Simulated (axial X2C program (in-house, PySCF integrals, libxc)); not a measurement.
**A two-component session on ZrF⁺: properties at the nuclei**

Wanted for ZrF⁺: properties at the nuclei, at the two-component level.

The runs use an in-house X2C program for linear molecules on PySCF integrals; two-component X2C with atomic mean-field terms, Zr dyall-acv3z, F dyall-av3z.

All values are calculated.

## 1. The job

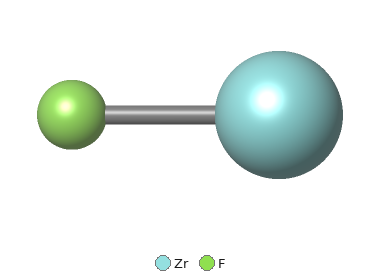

The two atoms at 2.180 Å (zirconium light teal, fluorine green).

task.json

```json
{
 "zs": [
  40,
  9
 ],
 "q": 1,
 "bas": [
  "dyall-acv3z",
  "dyall-av3z"
 ],
 "r0": 2.18,
 "levels": [
  "PBE0",
  "HF",
  "B3LYP"
 ],
 "nst": 1,
 "ff": 1,
 "thr": -3.5,
 "nmax": 130,
 "opt": {
  "ecut": 60
 }
}
```

Keys: zs atomic numbers; q charge; bas basis sets; r0 starting distance in Å; levels methods (HF also brings MP2); nst determinants followed; ff finite-field run; thr threshold in hartree for freezing inner shells (an s shell follows its p shell); nmax most natural virtual spinors; ecut virtual cutoff in hartree.

Launch:

```
$ python soeom.py task.json out
```

Nuclei are Gaussian, cores are contracted, and the Gaunt term is on.

## 2. Expectation values, lowest determinant

R = 1.831 Å. State: Ω = 1 (excess of +ω over −ω: ω = -1/2, ω = 3/2).

Output of the PBE0 run:

```text
two-component X2C + atomic mean field  PBE0
basis functions 224  fitting functions 1034  grid points 5077
iter        total energy     max residual
   1      -3696.329550037     1.12e-06
   2      -3696.329550037     7.40e-07
converged
one-electron -5297.57465021  Coulomb 1623.74674871  exact exchange -30.71800091  xc functional -94.22277890  nuclear repulsion 104.04358052  atomic mean-field constant -1.60444926
```

The highest occupied spinor is 55% Zr s, 28% Zr d, 10% F p.

| level | Eeff magnitude (GV/cm) | Ws magnitude Zr (kHz) | A∥/gI Zr (MHz) | qzz Zr (a.u.) | A∥/gI F (MHz) | qzz F (a.u.) |
| --- | --- | --- | --- | --- | --- | --- |
| PBE0 | 0.155 | 0.0586 | -1620 | -0.92 | -2.35 | 0.13 |
| HF | 0.803 | 0.338 | -1600 | -1.46 | 5.6 | 0.12 |
| B3LYP | 0.392 | 0.163 | -1710 | -0.86 | -3.2 | 0.11 |

Eeff is the effective electric field on the electron dipole moment in this Ω state and Ws the scalar–pseudoscalar constant (defined with the proton number Z and per Ω); A∥ is the parallel hyperfine constant, which follows by multiplying with the nuclear g factor gI = μI/(I μN); qzz is the electric field gradient, eQq0 = 234.96 MHz × Q/barn × qzz. The operators were transformed with the bare-nucleus X2C matrices.

## 3. Finite-field coupled cluster

Output:

```text
two-component X2C + atomic mean field  HF
basis functions 224  fitting functions 1034  grid points 5077
iter        total energy     max residual
   1      -3694.260773873     2.93e-01
   2      -3694.288507984     8.01e-03
   3      -3694.289661635     7.05e-03
   4      -3694.290497312     1.23e-03
   5      -3694.290565121     6.26e-04
   6      -3694.290592564     4.82e-04
   7      -3694.290608950     3.43e-04
   8      -3694.290622274     2.02e-04
   9      -3694.290628797     5.17e-05
  10      -3694.290629289     3.59e-05
  11      -3694.290629351     3.01e-05
  12      -3694.290629399     2.41e-05
  13      -3694.290629446     1.72e-05
  14      -3694.290629494     6.23e-06
  15      -3694.290629508     3.16e-06
  16      -3694.290629509     2.18e-06
  17      -3694.290629510     1.57e-06
converged
one-electron -5296.36818777  Coulomb 1622.60774070  exact exchange -122.96931370  xc functional 0.00000000  nuclear repulsion 104.04358052  atomic mean-field constant -1.60444926
correlated 18  virtual 374  natural virtual 130  E(MP2) -0.574767487  MP2 remainder -0.016991878
iter   CCSD correlation   residual
   1     -0.548108011   1.52e-01
   2     -0.559615646   9.05e-02
   3     -0.563550232   1.96e-02
   4     -0.563790445   7.73e-03
   5     -0.563733815   2.53e-03
   6     -0.563752287   9.35e-04
   7     -0.563754461   3.37e-04
   8     -0.563751595   1.45e-04
   9     -0.563755610   7.82e-05
  10     -0.563753467   4.87e-05
  11     -0.563754119   2.98e-05
  12     -0.563753655   1.79e-05
  13     -0.563753781   9.38e-06
  14     -0.563753677   5.33e-06
  15     -0.563753716   3.13e-06
  16     -0.563753678   1.58e-06
  17     -0.563753690   6.50e-07
(T) -0.020133173  T1 0.0245  D1 0.0475  max T2 0.040
```

T1 in the output is the amplitude norm over the root of the electron number; divide by √2 for the Lee–Taylor value.

18 electrons correlated in 130 natural virtual spinors, MP2 remainder added; T1 = 0.017.

```
  level  Eeff magnitude (GV/cm)  Ws magnitude Zr (kHz)  A∥/gI Zr (MHz)  qzz Zr (a.u.)  A∥/gI F (MHz)
     HF                   0.802                  0.337           -1600          -1.47            5.6
    MP2                   0.747                  0.315           -1670          -0.90           -5.4
   CCSD                   0.644                  0.269           -1660          -1.10          -1.98
CCSD(T)                   0.709                  0.299           -1670          -1.03           -3.5
```

## 4. Summary of results

```
                       quantity                                            value
             lowest determinant  Ω = 1 (excess of +ω over −ω: ω = -1/2, ω = 3/2)
   Eeff magnitude (GV/cm), PBE0                                            0.155
    Ws magnitude Zr (kHz), PBE0                                           0.0586
           A∥/gI Zr (MHz), PBE0                                            -1620
            qzz Zr (a.u.), PBE0                                            -0.92
Eeff magnitude (GV/cm), CCSD(T)                                            0.709
 Ws magnitude Zr (kHz), CCSD(T)                                            0.299
        A∥/gI Zr (MHz), CCSD(T)                                            -1670
         qzz Zr (a.u.), CCSD(T)                                            -1.03
```

**Reading.** In the first state, the effective field runs from 0.155 to 0.803 GV/cm over the mean-field levels, so the levels don't agree on it. The expectation values come from single determinants, which for open shells can mix terms of unlike spin or miss the lowest Ω, so a determinant need not be a state. Eeff is the effective electric field on the electron dipole moment in this Ω state and Ws the scalar–pseudoscalar constant (defined with the proton number Z and per Ω); A∥ is the parallel hyperfine constant, which follows by multiplying with the nuclear g factor gI = μI/(I μN); qzz is the electric field gradient, eQq0 = 234.96 MHz × Q/barn × qzz. The operators were transformed with the bare-nucleus X2C matrices. Correlation of the inner shells is missing, which matters for properties at the nucleus.
